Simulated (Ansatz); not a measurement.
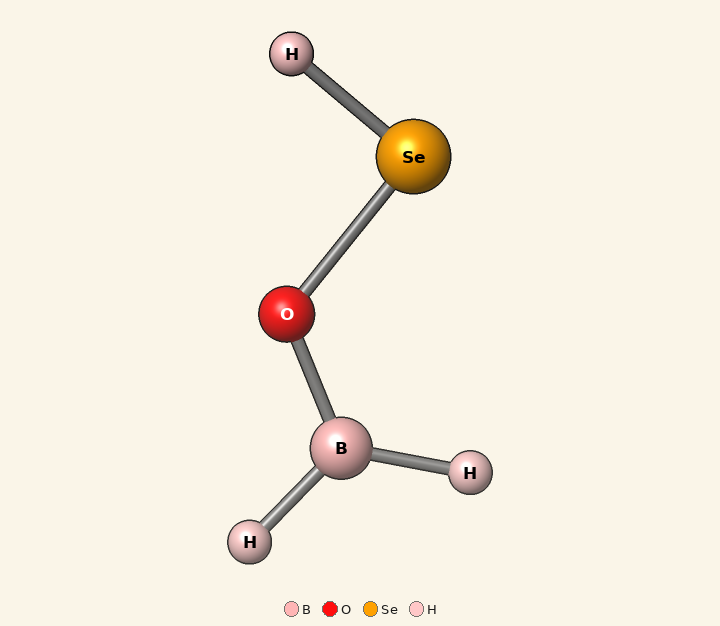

All atoms lie in one plane, which faces the viewer. The computed structure is the end point of a PBE-D4/def2-SVP optimisation. No frequency run is at hand to confirm it as a minimum.

Question: List the symmetry elements and name the point group.

Answer: It has 1 mirror plane, so the point group is Cs. The group has 2 operations. The geometry is achiral, and symmetry allows a dipole moment.
